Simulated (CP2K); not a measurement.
Consider nitrosoacetaldehyde at its PBE geometry (Å).

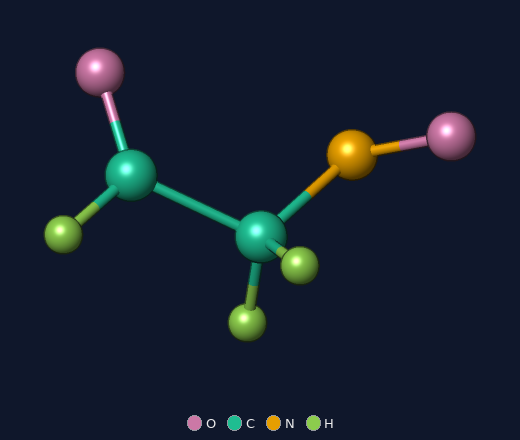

The molecule (oxygen pink, carbon teal, nitrogen orange, hydrogen green).

```xyz
8

O    -1.6635    0.8576   -0.7052
C    -1.1546    0.1278    0.1208
C     0.3025   -0.3155    0.1342
N     1.0941    0.2759   -0.9902
O     2.0948    0.8581   -0.6124
H    -1.7458   -0.2849    0.9766
H     0.3076   -1.4069   -0.0394
H     0.7650   -0.1119    1.1154
```

Method: CP2K XAS_TDP, all-electron GAPW, PBEh(45%), aug-cc-pVDZ, TDA, GW2X-corrected core level, no relativity.

Question: Where do the C K-edge lines lie, and how strong are they?

Leading lines: C2 288.70 eV and C3 291.02 eV. The leading line of an atom is its first one with 35 % of the strongest within 2.5 eV of its lowest line over the strength cut. Core ionisation energies at this level: C2 296.34 and C3 293.86 eV.

The first six lines of each atom with a strength over 0.0015:

```csv
atom,energy (eV),states,"strength, one atom",above the computed threshold
"C2 (bonded to C, O and H)",288.70,1,0.0675,
,291.99,1,0.0044,
,293.82,1,0.0170,
,294.80,1,0.0016,
,295.18,1,0.0017,
,295.29,1,0.0020,
"C3 (bonded to C, N and 2 H)",291.02,1,0.0257,
,291.79,1,0.0263,
,291.95,1,0.0204,
,293.54,1,0.0026,
,293.69,1,0.0122,
,294.12,1,0.0130,yes
```

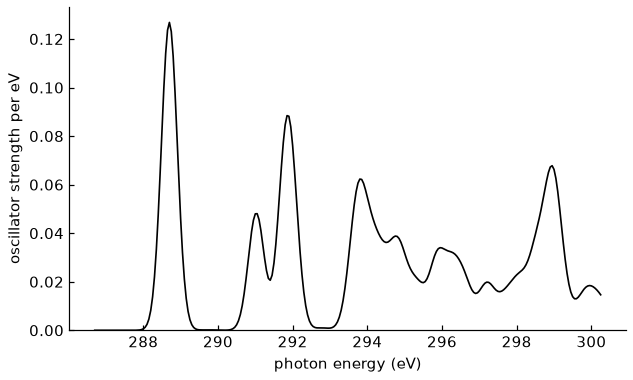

All atoms added, broadened by 0.5 eV.

Lines are vertical, at one geometry, with no vibrational structure. GW2X ionisation energies and lines can be off by 1 to 2 eV either way, and a good line position may hide errors that cancel. These values hold no scalar relativity, about 0.1 eV for C 1s. Rydberg lines, and the discretised continuum above threshold, depend on the basis and the box.

[Banner, clock and machine lines of the logs are left out without a mark of their own.]

[Logs are printed without paths, hosts, clocks, repeated set-up lines and the standing remarks that a program may print on its own settings, such as how far it seeks lower states.]

[Hosts, paths, dates, database ids (printed as entryN), source tags and the programs' standing remarks are cut or masked in the printed files.]
